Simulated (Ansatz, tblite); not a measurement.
# Trans-Ti(PH3)2Br4 (Br₄H₆P₂Ti): one state, many levels

How do method and basis change the picture of trans-Ti(PH3)2Br4 (Br₄H₆P₂Ti) (singlet)?

Method: as each input shows; program: Ansatz 0.2.0, Gaussian basis.

Plan: GFN1-xTB, GFN2-xTB, PBE-D4/def2-TZVP, r2SCAN-D4/def2-TZVP, B97M-V/def2-TZVP, PBE-D4/def2-SVP, PBE0-D4/def2-SVP, HF/STO-3G, MP2/def2-SVP, RPA/def2-SVP.

5 further runs of the same task are left out: 4 that didn't finish, 1 set aside as unsound or not needed.

### 1 The relaxed structure

The geometry is that of the singlet, from an earlier relaxation (PBE-D4/def2-SVP).

13 atoms, charge 0, spin multiplicity 1.

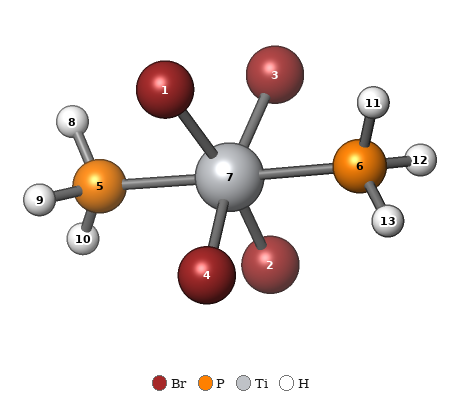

The structure; bromine red, phosphorus orange, titanium light grey, hydrogen white; atoms are numbered from 1 in the order of the file.

No spin-orbit coupling is included.

PBE0-D4/def2-TZVP was run before; its log isn't repeated, and its numbers join the tables.

### 2 GFN1-xTB

Tight binding, by tblite at 300 K electronic temperature and without a spin-polarisation term:

```python
tblite.interface.Calculator('GFN1-xTB', numbers, positions, charge=0, uhf=0).singlepoint()
```

Energy -694.3002 eV, HOMO -10.21 eV, LUMO -9.06 eV; 0.017 s.

### 3 GFN2-xTB

Tight binding, by tblite at 300 K electronic temperature and without a spin-polarisation term:

```python
tblite.interface.Calculator('GFN2-xTB', numbers, positions, charge=0, uhf=0).singlepoint()
```

Energy -715.8395 eV, HOMO -11.06 eV, LUMO -9.82 eV; 0.012 s.

### 4 PBE-D4/def2-TZVP

start.molden holds the orbitals of an earlier run on this state, given as this run's starting guess.

Input file in.yaml:

```yaml
crystal:
  periodic: [false, false, false]
  atoms:
    - {symbol: Br, position_ang: [2.402811, -0.004071, 0.356501]}
    - {symbol: Br, position_ang: [-2.450806, -0.006971, 0.127746]}
    - {symbol: Br, position_ang: [0.016018, 2.400722, -0.311201]}
    - {symbol: Br, position_ang: [0.007949, -2.454453, -0.171234]}
    - {symbol: P, position_ang: [-0.004871, -0.033809, 2.597384]}
    - {symbol: P, position_ang: [-0.028048, 0.015796, -2.597710]}
    - {symbol: Ti, position_ang: [-0.023288, -0.029519, -0.000515]}
    - {symbol: H, position_ang: [0.520135, 1.132111, 3.233920]}
    - {symbol: H, position_ang: [0.803958, -1.020529, 3.238404]}
    - {symbol: H, position_ang: [-1.206223, -0.184174, 3.359561]}
    - {symbol: H, position_ang: [1.180232, 0.439429, -3.232226]}
    - {symbol: H, position_ang: [-0.938738, 0.910928, -3.236306]}
    - {symbol: H, position_ang: [-0.279128, -1.165464, -3.364322]}
basis:
  gaussian: {orbitals: def2-TZVP, initial_orbitals: start.molden}
hamiltonian: {xc: pbe, dispersion: d4}
scf: {omitted_lower_state_checks: [starts]}
output: {forces: true, orbitals: {seedname: orbitals}}
```

Run with:

```console
> ansatz run in.yaml --threads 4 --pin off --events-out ev --progress --plain --max-ram 4787MiB
```

The program printed (excerpt; [...] marks lines left out):

```text
Functional definition: PBE
  name "PBE"
  cite "Perdew, Burke & Ernzerhof, Phys. Rev. Lett. 77, 3865 (1996) doi:10.1103/PhysRevLett.77.3865"
  parent pbe
[...]
2721 factors; their error is unknown
[...]
mean field -321926.59938349 eV, -11830.5843176570 hartree, gradient 1.6e-5 eV, S^2 0.000000; 0 other end points of the search recorded, 0 dependent functions left out
[...]
reference -321926.59943810 eV, -11830.5843196638 hartree; 99, 99 occupied and 248, 248 virtual orbitals, 2721 factors
Total energy: -321927.26202415 eV, -11830.6086692519 hartree
Atom 0 at     2.402811    -0.004071     0.356501 Å, force     0.108483    -0.000602     0.029535 eV/Å
Atom 1 at    -2.450806    -0.006971     0.127746 Å, force    -0.148688     0.002349     0.024596 eV/Å
Atom 2 at     0.016018     2.400722    -0.311201 Å, force    -0.001176     0.114229    -0.028174 eV/Å
Atom 3 at     0.007949    -2.454453    -0.171234 Å, force     0.000607    -0.148177    -0.026305 eV/Å
Atom 4 at    -0.004871    -0.033809     2.597384 Å, force     0.020446     0.005248     0.290357 eV/Å
Atom 5 at    -0.028048     0.015796    -2.597710 Å, force     0.013250     0.020683    -0.293503 eV/Å
Atom 6 at    -0.023288    -0.029519    -0.000515 Å, force     0.030117     0.022175     0.000651 eV/Å
Atom 7 at     0.520135     1.132111     3.233920 Å, force    -0.066382    -0.161560    -0.081808 eV/Å
Atom 8 at     0.803958    -1.020529     3.238404 Å, force    -0.117912     0.144462    -0.088124 eV/Å
Atom 9 at    -1.206223    -0.184174     3.359561 Å, force     0.165014     0.019973    -0.092685 eV/Å
Atom 10 at     1.180232     0.439429    -3.232226 Å, force    -0.168725    -0.052691     0.082454 eV/Å
Atom 11 at    -0.938738     0.910928    -3.236306 Å, force     0.131169    -0.131836     0.087702 eV/Å
Atom 12 at    -0.279128    -1.165464    -3.364322 Å, force     0.033798     0.165747     0.095304 eV/Å
Dipole moment:    -0.015931    -0.005920    -0.001937 e Å
Checks for a lower state left out: starts
```

Wall time 11 s (4 threads of Arm Neoverse V2, shared host); peak memory 0.97 GiB.

Report: HOMO -6.03 eV, LUMO -4.36 eV.

### 5 r2SCAN-D4/def2-TZVP

in.yaml, as its differences from that of step 4:

```diff
@@ -18,4 +18,4 @@
   gaussian: {orbitals: def2-TZVP, initial_orbitals: start.molden}
-hamiltonian: {xc: pbe, dispersion: d4}
+hamiltonian: {xc: r2scan, dispersion: d4}
 scf: {omitted_lower_state_checks: [starts]}
-output: {forces: true, orbitals: {seedname: orbitals}}
+output: {orbitals: {seedname: orbitals}}
```

The command is unchanged.

The program printed:

```text
Functional definition: r2SCAN
  name "r2SCAN"
  cite "Furness, Kaplan, Ning, Perdew & Sun, J. Phys. Chem. Lett. 11, 8208 (2020) doi:10.1021/acs.jpclett.0c02405"
  cite "Furness, Kaplan, Ning, Perdew & Sun, J. Phys. Chem. Lett. 11, 9248 (2020) doi:10.1021/acs.jpclett.0c03077"
  parent r2scan
  parameter k0 = 0.174
  parameter k1 = 0.065
  parameter a1 = 4.9479
  exchange = r2scan_x(k0 = k0, k1 = k1, a1 = a1)
  correlation = r2scan_c
these checks for a lower state are left out or cut short: starts
2721 factors; their error is unknown
mean field evaluation 1: about -321979.8267 eV, gradient 1.5e1 eV
mean field evaluation 2: about -321979.9791 eV, gradient 2.5e-1 eV
mean field evaluation 4: about -321979.8720 eV, gradient 7.7e-4 eV
mean field -321979.87198303 eV, -11832.5420495807 hartree, gradient 1.0e-5 eV, S^2 0.000000; 0 other end points of the search recorded, 0 dependent functions left out
reference -321979.87199808 eV, -11832.5420501335 hartree; 99, 99 occupied and 248, 248 virtual orbitals, 2721 factors
Total energy: -321980.03457867 eV, -11832.5480248602 hartree
Checks for a lower state left out: starts
```

It took 21 s on 4 threads of Arm Neoverse V2, shared host; peak memory 1 GiB.

Report: HOMO -6.32 eV, LUMO -4.41 eV.

### 6 B97M-V/def2-TZVP

in.yaml, as its differences from that of step 5:

```diff
@@ -18,3 +18,3 @@
   gaussian: {orbitals: def2-TZVP, initial_orbitals: start.molden}
-hamiltonian: {xc: r2scan, dispersion: d4}
+hamiltonian: {xc: {name: B97M-V}}
 scf: {omitted_lower_state_checks: [starts]}
```

The command is unchanged.

The program printed (excerpt; [...] marks lines left out):

```text
Functional definition: B97M-V
  name "B97M-V"
  cite "Mardirossian & Head-Gordon, J. Chem. Phys. 142, 074111 (2015) doi:10.1063/1.4907719"
  cite "Becke, J. Chem. Phys. 107, 8554 (1997) doi:10.1063/1.475007"
  cite "Vydrov & Van Voorhis, J. Chem. Phys. 133, 244103 (2010) doi:10.1063/1.3521275"
  # Of w^i u^j: cxij and so on, Table III.
[...]
  gx(w, u) = cx00 + cx01*u + cx02*u^2 + (cx10 + cx11*u)*w
  gss(w, u) = css00 + css02*u^2 + css10*w + (css32*w^3 + css42*w^4)*u^2
  gos(w, u) = cos00 + cos01*u + cos03*u^3 + cos10*w + cos32*w^3*u^2
[...]
      + integral(e_c_pw_mod_opposite_spin*gos(b97_w_opposite, b97_u_opposite)) + vv10(b, c)
[...]
2721 factors; their error is unknown
[...]
mean field -321922.49325011 eV, -11830.4334200382 hartree, gradient 2.5e-5 eV, S^2 0.000000; 0 other end points of the search recorded, 0 dependent functions left out
reference -321922.49332670 eV, -11830.4334228532 hartree; 99, 99 occupied and 248, 248 virtual orbitals, 2721 factors
Total energy: -321922.49332670 eV, -11830.4334228532 hartree
Checks for a lower state left out: starts
```

Wall time 47 s (4 threads of Arm Neoverse V2, shared host); peak memory 1.2 GiB.

From the report: HOMO -6.41 eV, LUMO -4.48 eV.

### 7 PBE-D4/def2-SVP

in.yaml, as its differences from that of step 6:

```diff
@@ -17,4 +17,4 @@
 basis:
-  gaussian: {orbitals: def2-TZVP, initial_orbitals: start.molden}
-hamiltonian: {xc: {name: B97M-V}}
+  gaussian: {orbitals: def2-SVP, initial_orbitals: start.molden}
+hamiltonian: {xc: pbe, dispersion: d4}
 scf: {omitted_lower_state_checks: [starts]}
```

Launched as before.

The program printed:

```text
Functional definition: PBE
  name "PBE"
  cite "Perdew, Burke & Ernzerhof, Phys. Rev. Lett. 77, 3865 (1996) doi:10.1103/PhysRevLett.77.3865"
  parent pbe
  parameter kappa = 0.804
  parameter beta = 0.06672455060314922
  exchange = pbe_x(kappa = kappa, mu = beta*pi^2/3)
  correlation = pbe_c(beta = beta)
these checks for a lower state are left out or cut short: starts
2522 factors; their error is unknown
mean field evaluation 1: about -321882.7443 eV, gradient 1.7e1 eV
mean field evaluation 2: about -321883.3073 eV, gradient 9.8e-1 eV
mean field evaluation 4: about -321883.0914 eV, gradient 1.0e-1 eV
mean field -321883.09137403 eV, -11828.9854277999 hartree, gradient 2.4e-5 eV, S^2 0.000000; 0 other end points of the search recorded, 0 dependent functions left out
reference -321883.09144967 eV, -11828.9854305799 hartree; 99, 99 occupied and 126, 126 virtual orbitals, 2522 factors
Total energy: -321883.75403572 eV, -11829.0097801680 hartree
Checks for a lower state left out: starts
```

Run time: 4.6 s. Hardware: 4 threads of Arm Neoverse V2, shared host.

HOMO -5.76 eV, LUMO -4.18 eV.

### 8 PBE0-D4/def2-SVP

in.yaml, as its differences from that of step 7:

```diff
@@ -18,3 +18,3 @@
   gaussian: {orbitals: def2-SVP, initial_orbitals: start.molden}
-hamiltonian: {xc: pbe, dispersion: d4}
+hamiltonian: {xc: pbe0, dispersion: d4}
 scf: {omitted_lower_state_checks: [starts]}
```

The command is unchanged.

The program printed:

```text
Functional definition: PBE0
  name "PBE0"
  cite "Adamo & Barone, J. Chem. Phys. 110, 6158 (1999) doi:10.1063/1.478522"
  cite "Perdew, Burke & Ernzerhof, Phys. Rev. Lett. 77, 3865 (1996) doi:10.1103/PhysRevLett.77.3865"
  parent pbe
  parameter a = 0.25
  parameter kappa = 0.804
  parameter beta = 0.06672455060314922
  exchange = (1 - a)*pbe_x(kappa = kappa, mu = beta*pi^2/3) + a*exact_x
  correlation = pbe_c(beta = beta)
these checks for a lower state are left out or cut short: starts
2214 factors; integrals over basis functions are off by at most 7.7e-4 eV
mean field evaluation 1: about -321894.2884 eV, gradient 9.9e0 eV
mean field evaluation 2: about -321894.4659 eV, gradient 1.7e-1 eV
mean field evaluation 4: about -321894.6523 eV, gradient 1.3e-3 eV
mean field -321894.65228965 eV, -11829.4102836127 hartree, gradient 3.1e-5 eV, S^2 0.000000; 0 other end points of the search recorded, 0 dependent functions left out
reference -321894.65234549 eV, -11829.4102856650 hartree; 99, 99 occupied and 126, 126 virtual orbitals, 2214 factors
Total energy: -321895.24038634 eV, -11829.4318957674 hartree
Checks for a lower state left out: starts
```

Wall time 9 s (4 threads of Arm Neoverse V2, shared host); peak memory 0.98 GiB.

Report: HOMO -6.99 eV, LUMO -3.55 eV.

### 9 HF/STO-3G

in.yaml, as its differences from that of step 8:

```diff
@@ -17,4 +17,4 @@
 basis:
-  gaussian: {orbitals: def2-SVP, initial_orbitals: start.molden}
-hamiltonian: {xc: pbe0, dispersion: d4}
+  gaussian: {orbitals: STO-3G}
+hamiltonian: {xc: hf}
 scf: {omitted_lower_state_checks: [starts]}
```

Same command.

The program printed:

```text
Functional definition: HF
  name "HF"
  cite "Fock, Z. Phys. 61, 126 (1930) doi:10.1007/BF01340294"
  parent pbe
  exchange = exact_x
  correlation = 0
these checks for a lower state are left out or cut short: starts
1264 factors; integrals over basis functions are off by at most 3.9e-5 eV
mean field evaluation 1: about -318262.1688 eV, gradient 4.0e1 eV
mean field evaluation 2: about -318262.2204 eV, gradient 4.0e1 eV
mean field evaluation 4: about -318269.4091 eV, gradient 2.7e0 eV
mean field evaluation 8: about -318269.4562 eV, gradient 1.6e-2 eV
mean field -318269.45616033 eV, -11696.1867831064 hartree, gradient 1.4e-5 eV, S^2 0.000000; 0 other end points of the search recorded, 0 dependent functions left out
reference -318269.45616033 eV, -11696.1867831064 hartree; 99, 99 occupied and 15, 15 virtual orbitals, 1264 factors
Total energy: -318269.45616033 eV, -11696.1867831064 hartree
Checks for a lower state left out: starts
```

It took 1.5 s on 4 threads of Arm Neoverse V2, shared host.

Report: HOMO -6.79 eV, LUMO 5.64 eV.

### 10 MP2/def2-SVP

in.yaml, as its differences from that of step 9:

```diff
@@ -17,4 +17,4 @@
 basis:
-  gaussian: {orbitals: STO-3G}
-hamiltonian: {xc: hf}
+  gaussian: {orbitals: def2-SVP, initial_orbitals: start.molden}
+correlation: {method: mp2}
 scf: {omitted_lower_state_checks: [starts]}
```

Same command.

The program printed:

```text
Functional definition: HF
  name "HF"
  cite "Fock, Z. Phys. 61, 126 (1930) doi:10.1007/BF01340294"
  parent pbe
  exchange = exact_x
  correlation = 0
these checks for a lower state are left out or cut short: starts
2214 factors; integrals over basis functions are off by at most 7.7e-4 eV
mean field evaluation 1: about -321681.5554 eV, gradient 3.2e1 eV
mean field evaluation 2: about -321683.3084 eV, gradient 2.6e0 eV
mean field evaluation 4: about -321683.5213 eV, gradient 5.5e-1 eV
mean field evaluation 8: about -321683.5223 eV, gradient 1.5e-5 eV
mean field -321683.52226819 eV, -11821.6513984330 hartree, gradient 1.6e-6 eV, S^2 0.000000; 0 other end points of the search recorded, 0 dependent functions left out
51 core orbitals not correlated: weight in the atoms' cores, before any rotation towards them, 1.000 or more for the frozen orbitals, at most 0.000 for the correlated occupied ones
reference -321683.52226819 eV, -11821.6513984330 hartree; 48, 48 occupied and 126, 126 virtual orbitals, 2214 factors
second order -42.24855388 eV of doubles, -0.00000000 eV of singles
Total energy: -321725.77082207 eV, -11823.2040041510 hartree
Checks for a lower state left out: starts
```

Wall time 11 s (4 threads of Arm Neoverse V2, shared host); peak memory 1 GiB.

From the report: Hartree-Fock HOMO -9.73 eV, LUMO 0.11 eV.

### 11 RPA/def2-SVP

in.yaml, as its differences from that of step 10:

```diff
@@ -18,4 +18,4 @@
   gaussian: {orbitals: def2-SVP, initial_orbitals: start.molden}
-correlation: {method: mp2}
+hamiltonian: {xc: pbe}
+correlation: {method: rpa}
 scf: {omitted_lower_state_checks: [starts]}
-output: {orbitals: {seedname: orbitals}}
```

The command is unchanged.

The program printed (excerpt; [...] marks lines left out):

```text
Functional definition: PBE
  name "PBE"
  cite "Perdew, Burke & Ernzerhof, Phys. Rev. Lett. 77, 3865 (1996) doi:10.1103/PhysRevLett.77.3865"
  parent pbe
[...]
2214 factors; integrals over basis functions are off by at most 7.7e-4 eV
[...]
mean field -321883.09134481 eV, -11828.9854267264 hartree, gradient 2.2e-6 eV, S^2 0.000000; 0 other end points of the search recorded, 0 dependent functions left out
51 core orbitals not correlated: weight in the atoms' cores, before any rotation towards them, 1.000 or more for the frozen orbitals, at most 0.000 for the correlated occupied ones
reference -321679.68718740 eV, -11821.5104618136 hartree; 48, 48 occupied and 126, 126 virtual orbitals, 2214 factors
Total energy: -321743.95729307 eV, -11823.8723446332 hartree
Checks for a lower state left out: starts
```

Wall time 14 s (4 threads of Arm Neoverse V2, shared host); peak memory 0.77 GiB.

### 12 Levels side by side

| level | functions | HOMO (eV) | LUMO (eV) | gap (eV) | time |
| --- | --- | --- | --- | --- | --- |
| HF/STO-3G | 114 | -6.79 | 5.64 | 12.43 | 1.5 s |
| PBE-D4/def2-SVP | 225 | -5.76 | -4.18 | 1.58 | 4.6 s |
| PBE-D4/def2-TZVP | 347 | -6.03 | -4.36 | 1.66 | 11 s |
| r2SCAN-D4/def2-TZVP | 347 | -6.32 | -4.41 | 1.91 | 21 s |
| B97M-V/def2-TZVP | 347 | -6.41 | -4.48 | 1.94 | 47 s |
| PBE0-D4/def2-SVP | 225 | -6.99 | -3.55 | 3.44 | 9 s |
| PBE0-D4/def2-TZVP | 347 | -7.19 | -3.63 | 3.55 | 22 s |

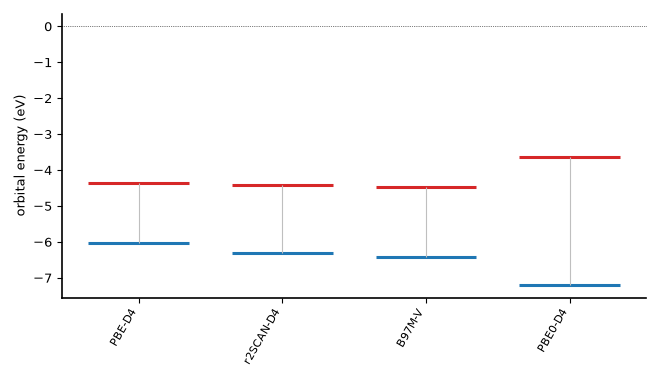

Highest filled (blue) and lowest empty (red) level in def2-TZVP.

The pieces so far (eV):

| basis | HF | MP2 correlation | total |
| --- | --- | --- | --- |
| def2-SVP | -321683.5223 | -42.2486 | -321725.7708 (MP2) |

### 13 Binding energy

Free atoms were run apart at each level; binding is atoms less cluster, divided by the number of atoms, without zero-point or spin-orbit terms.

| level | binding an atom (eV) |
| --- | --- |
| HF/STO-3G | 3.221 |
| HF/def2-SVP | 1.768 |
| PBE-D4/def2-SVP | 2.976 |
| B97M-V/def2-TZVP | 2.888 |
| PBE0-D4/def2-SVP | 2.841 |
| PBE0-D4/def2-TZVP | 2.846 |
| MP2/def2-SVP | 2.680 |

### 14 Results

| quantity | value |
| --- | --- |
| gap in def2-TZVP, named functionals, smallest and largest | 1.66 eV (PBE-D4), 3.55 eV (PBE0-D4) |
| correlation energy, MP2/def2-SVP | -42.25 eV |
| binding an atom, functionals in def2-TZVP | 2.85 (PBE0-D4) to 2.89 eV (B97M-V) |
| PBE0 total energy, smallest basis above largest | 43.40 eV (def2-SVP, def2-TZVP) |

Over the named functionals in def2-TZVP the gap runs from 1.66 eV (PBE-D4) to 3.55 eV (PBE0-D4); exact exchange widens it.

The slowest run with a step of its own, B97M-V/def2-TZVP, took 47 s; the quickest functional in def2-TZVP took 11 s (shared host).
